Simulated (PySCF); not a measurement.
# TaF4: forces at shaken geometries

How stiff is TaF4? Its atoms are displaced at random by several amounts. It is a constructed species; whether it can be made isn't addressed.

The runs use PySCF 2.14.0; PBE0, Ta def2-SVP with ECP60, F def2-SVP; scalar-relativistic core potentials, no spin–orbit coupling.

1 further run of the same task is left out (for a known fault of the program).

**1. Where the work starts**

5 atoms, charge 0, spin multiplicity 2.

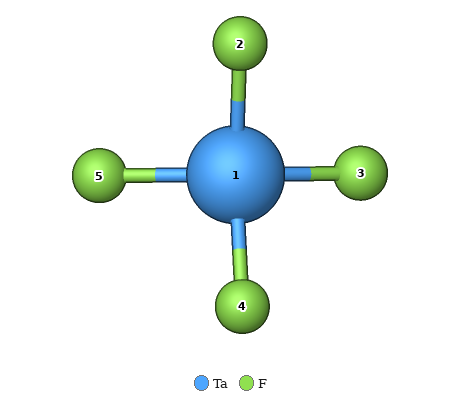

The structure; tantalum blue, fluorine green; atoms are numbered from 1 in the order of the file.

Coordinates:

```xyz
5
charge 0, multiplicity 2
Ta    0.0000    0.0000    0.0000
F     1.7548    0.0000   -0.6464
F     0.0000    1.7548    0.6464
F    -1.7548    0.0000   -0.6464
F     0.0000   -1.7548    0.6464
```

Formal oxidation states: Ta +4. An earlier session relaxed this geometry at PBE0, Ta def2-SVP with ECP60, F def2-SVP (doublet, point group D2d).

Its energy there is -455.932516 Eh.

**2. Atoms moved at random, σ = 0.15 Å**

run.py (the lines that set the calculation)

```python
mol = gto.M(atom='''
Ta     0.00874    -0.11619     0.09943
F      1.95961     0.07834    -0.46526
F      0.03721     1.82051     0.55037
F     -1.70723    -0.11784    -0.69932
F     -0.29834    -1.66482     0.51478''',
    basis={'Ta': 'def2-SVP', 'F': 'def2-SVP'},
    ecp={'Ta': 'def2-SVP'},
    charge=0, spin=1)
mf = dft.UKS(mol, xc='PBE0')
mf.grids.atom_grid = (50, 194)
mf = mf.density_fit()  # fitting sets: Ta def2-universal-JKFIT, F def2-universal-JKFIT
mf.conv_tol = 1e-08; mf.max_cycle = 55
mf.kernel(dm0)  # dm0: the density of the relaxed state
```

On the command line:

```bash
$ OMP_NUM_THREADS=2 python run.py
```

What it wrote:

```text
init E= -455.775883772931
  HOMO = -0.312271910347  LUMO = -0.168576360937  gap/eV = 3.91016
cycle= 1 E= -455.841609085771  delta_E= -0.0657  |g|= 0.178  |ddm|= 0.61
  HOMO = -0.252927572812  LUMO = -0.109929366426  gap/eV = 3.89118
cycle= 2 E= -455.819876764261  delta_E= 0.0217  |g|= 0.317  |ddm|= 0.373
  HOMO = -0.255409495015  LUMO = -0.111287366339  gap/eV = 3.92176
cycle= 3 E= -455.855468957485  delta_E= -0.0356  |g|= 0.0388  |ddm|= 0.218
  HOMO = -0.263904834315  LUMO = -0.118659859643  gap/eV = 3.95232
cycle= 4 E= -455.856025397576  delta_E= -0.000556  |g|= 0.0185  |ddm|= 0.0514
  HOMO = -0.262753372461  LUMO = -0.117429849639  gap/eV = 3.95445
cycle= 5 E= -455.856179264663  delta_E= -0.000154  |g|= 0.00532  |ddm|= 0.0192
  HOMO = -0.262711777184  LUMO = -0.11719263427  gap/eV = 3.95978
cycle= 6 E= -455.856231595077  delta_E= -5.23e-05  |g|= 0.00243  |ddm|= 0.0214
  HOMO = -0.262826423906  LUMO = -0.117212906334  gap/eV = 3.96235
cycle= 7 E= -455.856249544399  delta_E= -1.79e-05  |g|= 0.00188  |ddm|= 0.0135
  HOMO = -0.262954841423  LUMO = -0.117290396451  gap/eV = 3.96373
cycle= 8 E= -455.85625886152  delta_E= -9.32e-06  |g|= 0.000672  |ddm|= 0.0118
  HOMO = -0.262875940899  LUMO = -0.117208854815  gap/eV = 3.96380
cycle= 9 E= -455.85626116825  delta_E= -2.31e-06  |g|= 0.000156  |ddm|= 0.00865
  HOMO = -0.262890445294  LUMO = -0.117232965871  gap/eV = 3.96354
cycle= 10 E= -455.85626122926  delta_E= -6.1e-08  |g|= 0.000104  |ddm|= 0.0009
  HOMO = -0.262885244136  LUMO = -0.117230397545  gap/eV = 3.96347
cycle= 11 E= -455.856261245228  delta_E= -1.6e-08  |g|= 6.84e-05  |ddm|= 0.000391
  HOMO = -0.262883278752  LUMO = -0.11722861582  gap/eV = 3.96347
cycle= 12 E= -455.856261252039  delta_E= -6.81e-09  |g|= 2.35e-05  |ddm|= 0.000279
  HOMO = -0.262887208601  LUMO = -0.11723137353  gap/eV = 3.96350
Extra cycle  E= -455.856261253142  delta_E= -1.1e-09  |g|= 2.68e-05  |ddm|= 0.000108
converged SCF energy = -455.856261253142  <S^2> = 0.75161608  2S+1 = 2.0016154
```

Wall time 3.2 s (2 threads of Arm Neoverse V2, shared host).

It gives: E = -455.856261 Eh (+2.075 eV from the relaxed state), HOMO -7.15 eV, LUMO -3.19 eV (over both spins), ⟨S²⟩ = 0.752, Mulliken charge on Ta1 +1.27 e, largest force component 15.629 eV/Å. 

```csv
atom,Fx,Fy,Fz (eV/Å)
Ta1,4.702,15.629,-5.123
F2,-3.214,-0.954,1.015
F3,-0.457,-2.289,-0.133
F4,0.686,0.501,0.230
F5,-1.717,-12.888,4.011
```

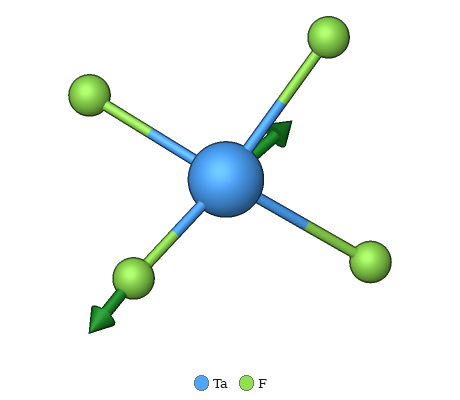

Forces as arrows, the longest for the largest force.

**3. Atoms moved at random, σ = 0.03 Å**

run.py (the lines that set the calculation)

```python
mol = gto.M(atom='''
Ta    -0.01537     0.01003    -0.02421
F      1.74299     0.04682    -0.59400
F      0.01269     1.73675     0.65694
F     -1.76170    -0.04279    -0.69330
F      0.02140    -1.75081     0.65457''',
    basis={'Ta': 'def2-SVP', 'F': 'def2-SVP'},
    ecp={'Ta': 'def2-SVP'},
    charge=0, spin=1)
mf = dft.UKS(mol, xc='PBE0')
mf.grids.atom_grid = (50, 194)
mf = mf.density_fit()  # fitting sets: Ta def2-universal-JKFIT, F def2-universal-JKFIT
mf.conv_tol = 1e-08; mf.max_cycle = 55
mf.kernel(dm0)  # dm0: the density of the relaxed state
```

On the command line:

```bash
$ OMP_NUM_THREADS=2 python run.py
```

What it wrote:

```text
init E= -455.934193320805
  HOMO = -0.244954558366  LUMO = -0.0995722559275  gap/eV = 3.95605
cycle= 1 E= -455.931364206028  delta_E= 0.00283  |g|= 0.0221  |ddm|= 0.106
  HOMO = -0.243314015164  LUMO = -0.0978249623225  gap/eV = 3.95896
cycle= 2 E= -455.9311156055  delta_E= 0.000249  |g|= 0.0383  |ddm|= 0.047
  HOMO = -0.2439012809  LUMO = -0.098332039549  gap/eV = 3.96114
cycle= 3 E= -455.931637771662  delta_E= -0.000522  |g|= 0.00309  |ddm|= 0.0247
  HOMO = -0.244216162065  LUMO = -0.0986091117553  gap/eV = 3.96217
cycle= 4 E= -455.931647768983  delta_E= -1e-05  |g|= 0.00114  |ddm|= 0.00737
  HOMO = -0.244105175966  LUMO = -0.0984941238214  gap/eV = 3.96228
cycle= 5 E= -455.931652638928  delta_E= -4.87e-06  |g|= 0.000721  |ddm|= 0.00735
  HOMO = -0.244186384759  LUMO = -0.098567676694  gap/eV = 3.96249
cycle= 6 E= -455.931653785452  delta_E= -1.15e-06  |g|= 0.000567  |ddm|= 0.00334
  HOMO = -0.244162672742  LUMO = -0.0985445435757  gap/eV = 3.96247
cycle= 7 E= -455.931654340974  delta_E= -5.56e-07  |g|= 0.00015  |ddm|= 0.00272
  HOMO = -0.244156085349  LUMO = -0.09853970264  gap/eV = 3.96242
cycle= 8 E= -455.9316544305  delta_E= -8.95e-08  |g|= 2.78e-05  |ddm|= 0.00163
  HOMO = -0.244159108577  LUMO = -0.09854256559  gap/eV = 3.96243
cycle= 9 E= -455.931654431218  delta_E= -7.19e-10  |g|= 1.84e-05  |ddm|= 0.000104
  HOMO = -0.244157313884  LUMO = -0.0985408723315  gap/eV = 3.96243
Extra cycle  E= -455.931654431069  delta_E= 1.49e-10  |g|= 3.11e-05  |ddm|= 3.67e-05
converged SCF energy = -455.931654431069  <S^2> = 0.75141959  2S+1 = 2.0014191
```

Wall time 2.9 s (2 threads of Arm Neoverse V2, shared host).

Read off: E = -455.931654 Eh (+0.023 eV from the relaxed state), HOMO -6.64 eV, LUMO -2.68 eV (over both spins), ⟨S²⟩ = 0.751, Mulliken charge on Ta1 +1.31 e, largest force component 0.872 eV/Å. 

```csv
atom,Fx,Fy,Fz (eV/Å)
Ta1,-0.497,-0.872,0.453
F2,0.672,-0.055,-0.276
F3,-0.133,0.405,0.095
F4,-0.044,0.082,-0.046
F5,0.002,0.441,-0.226
```

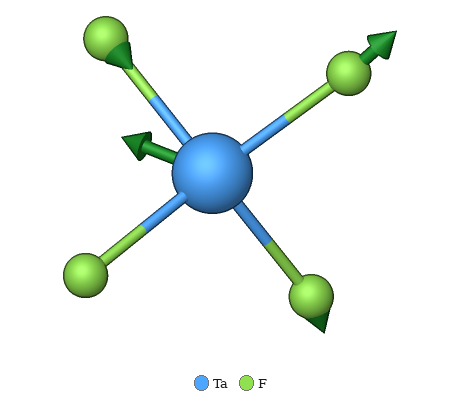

Forces as arrows, the longest for the largest force.

**4. Atoms moved at random, σ = 0.1 Å**

run.py (the lines that set the calculation)

```python
mol = gto.M(atom='''
Ta     0.09610    -0.09679    -0.07556
F      1.73021     0.07372    -0.61071
F     -0.03806     1.78077     0.67922
F     -1.76473    -0.06819    -0.53565
F     -0.02353    -1.68950     0.54271''',
    basis={'Ta': 'def2-SVP', 'F': 'def2-SVP'},
    ecp={'Ta': 'def2-SVP'},
    charge=0, spin=1)
mf = dft.UKS(mol, xc='PBE0')
mf.grids.atom_grid = (50, 194)
mf = mf.density_fit()  # fitting sets: Ta def2-universal-JKFIT, F def2-universal-JKFIT
mf.conv_tol = 1e-08; mf.max_cycle = 55
mf.kernel(dm0)  # dm0: the density of the relaxed state
```

On the command line:

```bash
$ OMP_NUM_THREADS=2 python run.py
```

What it wrote:

```text
init E= -455.91120050273
  HOMO = -0.260531670831  LUMO = -0.119549671962  gap/eV = 3.83632
cycle= 1 E= -455.870931406074  delta_E= 0.0403  |g|= 0.179  |ddm|= 0.461
  HOMO = -0.238350512224  LUMO = -0.0990148442353  gap/eV = 3.79152
cycle= 2 E= -455.845160030152  delta_E= 0.0258  |g|= 0.336  |ddm|= 0.375
  HOMO = -0.24138559011  LUMO = -0.100016701539  gap/eV = 3.84684
cycle= 3 E= -455.884852383177  delta_E= -0.0397  |g|= 0.0327  |ddm|= 0.217
  HOMO = -0.246694106028  LUMO = -0.104682731128  gap/eV = 3.86433
cycle= 4 E= -455.885217633584  delta_E= -0.000365  |g|= 0.018  |ddm|= 0.0414
  HOMO = -0.246106096357  LUMO = -0.104013810376  gap/eV = 3.86653
cycle= 5 E= -455.885357381313  delta_E= -0.00014  |g|= 0.00377  |ddm|= 0.0171
  HOMO = -0.246030958709  LUMO = -0.10387273769  gap/eV = 3.86832
cycle= 6 E= -455.885390135671  delta_E= -3.28e-05  |g|= 0.00167  |ddm|= 0.0181
  HOMO = -0.246152909645  LUMO = -0.103988198175  gap/eV = 3.86850
cycle= 7 E= -455.88540037555  delta_E= -1.02e-05  |g|= 0.000614  |ddm|= 0.0132
  HOMO = -0.246128781794  LUMO = -0.103976981772  gap/eV = 3.86815
cycle= 8 E= -455.885401333769  delta_E= -9.58e-07  |g|= 0.000594  |ddm|= 0.00424
  HOMO = -0.246121448118  LUMO = -0.103976082791  gap/eV = 3.86797
cycle= 9 E= -455.88540156112  delta_E= -2.27e-07  |g|= 7.79e-05  |ddm|= 0.00169
  HOMO = -0.246124810838  LUMO = -0.103978773628  gap/eV = 3.86799
cycle= 10 E= -455.885401569563  delta_E= -8.44e-09  |g|= 4.28e-05  |ddm|= 0.000317
  HOMO = -0.246121433504  LUMO = -0.103974274795  gap/eV = 3.86802
Extra cycle  E= -455.885401569796  delta_E= -2.33e-10  |g|= 6.59e-05  |ddm|= 0.000121
converged SCF energy = -455.885401569796  <S^2> = 0.75142352  2S+1 = 2.001423
```

Run time: 3 s. Hardware: 2 threads of Arm Neoverse V2, shared host.

Read off: E = -455.885402 Eh (+1.282 eV from the relaxed state), HOMO -6.70 eV, LUMO -2.83 eV (over both spins), ⟨S²⟩ = 0.751, Mulliken charge on Ta1 +1.24 e, largest force component 8.984 eV/Å. 

```csv
atom,Fx,Fy,Fz (eV/Å)
Ta1,-7.265,8.984,0.992
F2,6.131,0.357,-2.183
F3,0.294,-2.788,-1.140
F4,0.874,0.065,-0.113
F5,-0.033,-6.617,2.444
```

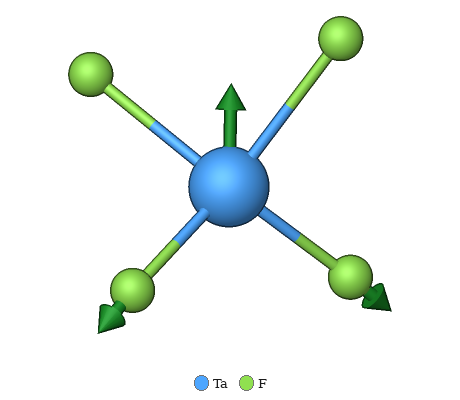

Forces as arrows, the longest for the largest force.

**5. Results**

| σ (Å) | energy rise (eV) | harmonic estimate −½ F·u (eV) | largest force component (eV/Å) |
| --- | --- | --- | --- |
| 0.15 | 2.075 | 2.101 | 15.63 |
| 0.03 | 0.023 | 0.023 | 0.87 |
| 0.1 | 1.282 | 1.338 | 8.98 |

Every displacement raises the energy. For a harmonic well the rise equals −½ F·u; the two differ by at most 4 % here (a move with σ = 0.1 Å), from anharmonicity, the grid and the small forces left at the relaxed point. The bases are small and lack diffuse functions. Spin–orbit coupling is left out for this open shell, where it can reorder the states. Open shells may have lower solutions than the one found.
